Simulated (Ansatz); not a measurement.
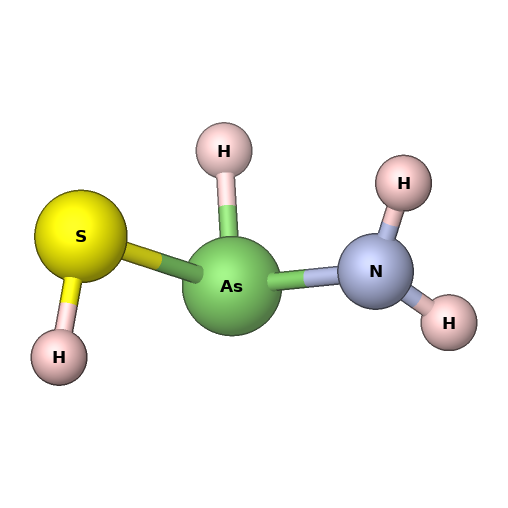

Ball-and-stick drawing of a structure. Every bond is drawn as one stick, whatever its order.

The geometry was computed by an optimisation with PBE0-D4/def2-TZVP.

**Give the formula.**

AsH₄NS, 7 atoms: 1 arsenic, 4 hydrogen, 1 nitrogen and 1 sulfur.

**Write the SMILES.**

N[AsH]S

**How many atoms are distinct by symmetry?**

7: 1 N, 1 As, 1 S, 1 H, 1 H, 1 H, 1 H.

**How many bonds of each kind are drawn?**

2 N–H, 1 As–N, 1 As–S, 1 As–H, 1 S–H.

**Describe its rings.**

It has no ring.

More results for the same structure follow; atom numbers are the same in all pictures, views and colours differ.

Shape

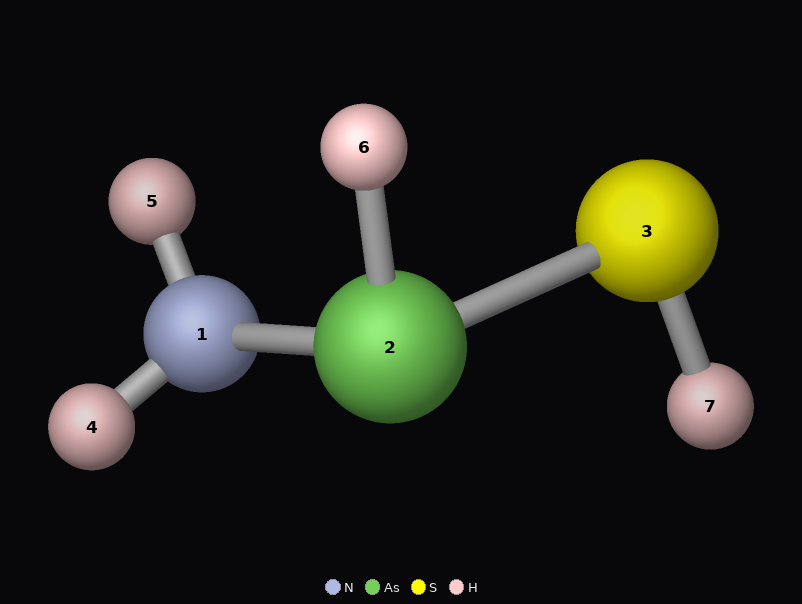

Give the bond lengths.

```csv
bond,length (Å),order
N1–As2,1.838,single
N1–H4,1.010,single
N1–H5,1.009,single
As2–S3,2.243,single
As2–H6,1.531,single
S3–H7,1.342,single
```

Vibrations

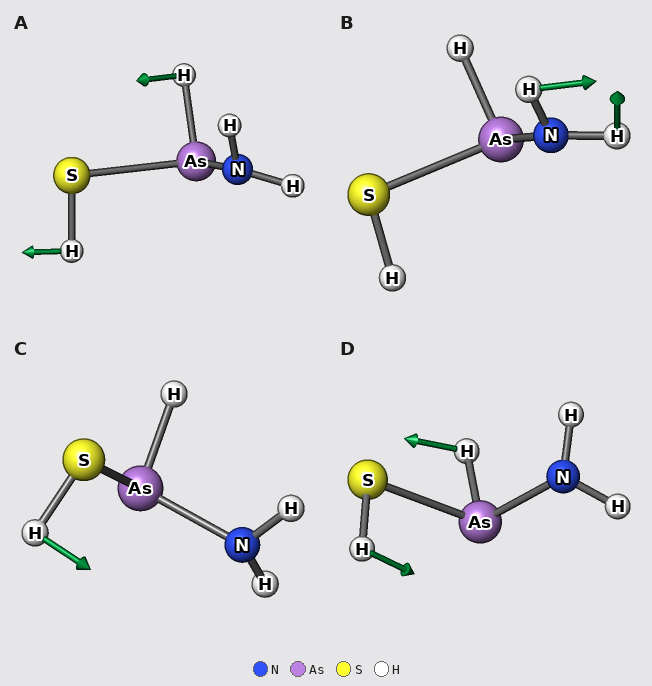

4 normal modes of one molecule or complex, as arrows. Harmonic vibrations computed with RKS PBE0-D4/def2-TZVP (Ansatz 0.2.0) at a stationary point of the same level.

**Match the panels to the wavenumbers 249 cm⁻¹, 647 cm⁻¹, 907 cm⁻¹, 1572 cm⁻¹.**

A: 647 cm⁻¹, angle bending
B: 1572 cm⁻¹, H–N–H bending
C: 249 cm⁻¹, a torsion or out-of-plane motion in which bond lengths and bond angles hardly change
D: 907 cm⁻¹, angle bending

Charges

The questions are on Mulliken charges. Properties computed with RKS r2SCAN-D4/def2-TZVPP (Ansatz 0.2.0).

**Which atom carries the highest charge (most positive or least negative)?**

As2 (0.31 e).

**And the lowest?**

N1 (−0.42 e).

Give the Mulliken charges atom by atom.

| atom | value (e) |
| --- | --- |
| N1 | −0.42 |
| As2 | 0.31 |
| S3 | −0.29 |
| H4 | 0.16 |
| H5 | 0.16 |
| H6 | −0.03 |
| H7 | 0.11 |

Dipole moment

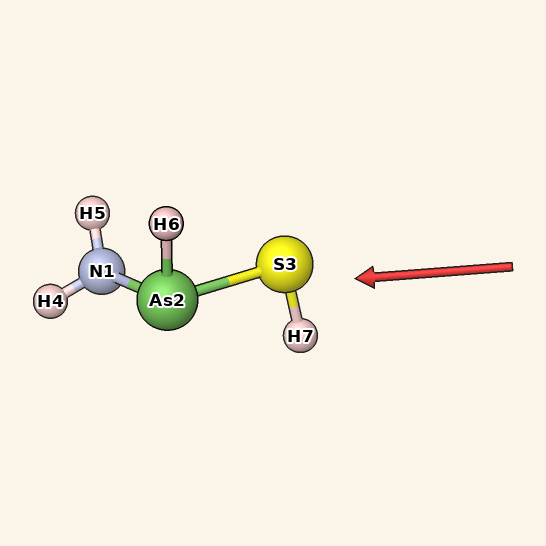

The arrow beside the molecule shows the direction of the dipole moment, from the negative to the positive end (its length means nothing). Level of theory: RKS PBE-D4/def2-TZVPP (Ansatz 0.2.0).

**Estimate the dipole moment.**

1.91 D; it points from the side of H7 to the side of H4 (the outermost atoms at the two ends).

Thermal motion

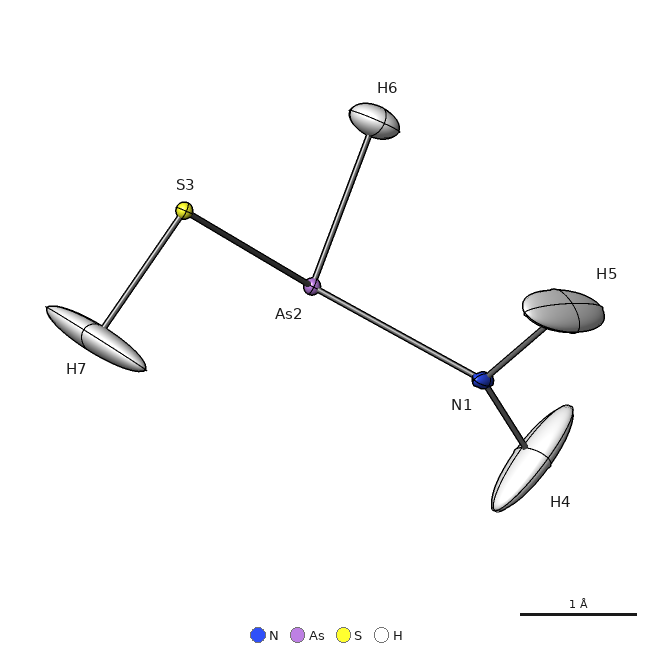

Displacement ellipsoids at the 50 % level, from the internal vibrations of the free molecule (harmonic, no overall translation or rotation; no half-axis is drawn under 0.075 Å). Vibrations computed with RKS PBE0-D4/def2-TZVP (Ansatz 0.2.0). Temperature: 298 K.

List U_eq and the three principal root-mean-square amplitudes for each kind of atom.

```
atom  U_eq (Å²)   rms amplitudes (Å)
  N1     0.0038  0.028, 0.044, 0.094
 As2    0.00028  0.005, 0.014, 0.025
  S3     0.0011  0.008, 0.029, 0.048
  H4     0.0602  0.091, 0.154, 0.385
  H5     0.0632  0.071, 0.146, 0.404
  H6     0.0187  0.088, 0.152, 0.159
  H7     0.0593  0.078, 0.153, 0.385
```

Mulliken values depend strongly on the basis set and can even reverse the polarity of a bond.
